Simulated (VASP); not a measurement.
Band structure of MnO₂ (rutile). All values below come from optB88-vdW, VASP's PBE PAW potentials (set 64) (plane waves; VASP).

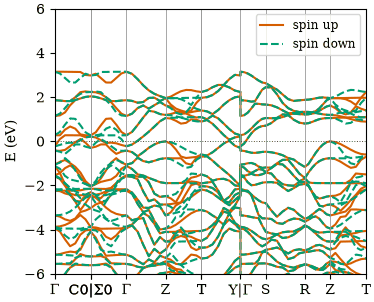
Fig. 1. Bands along high-symmetry lines, zero at the valence-band maximum or, without a gap, the Fermi level

**Question.** Read the plot: is there a gap, and where are the band edges?

**Answer.** It has no gap at this level: it comes out as a metal or semimetal. (Edges off the drawn lines would not show.)

The compound is MnO2 in the rutile structure. It was relaxed first.
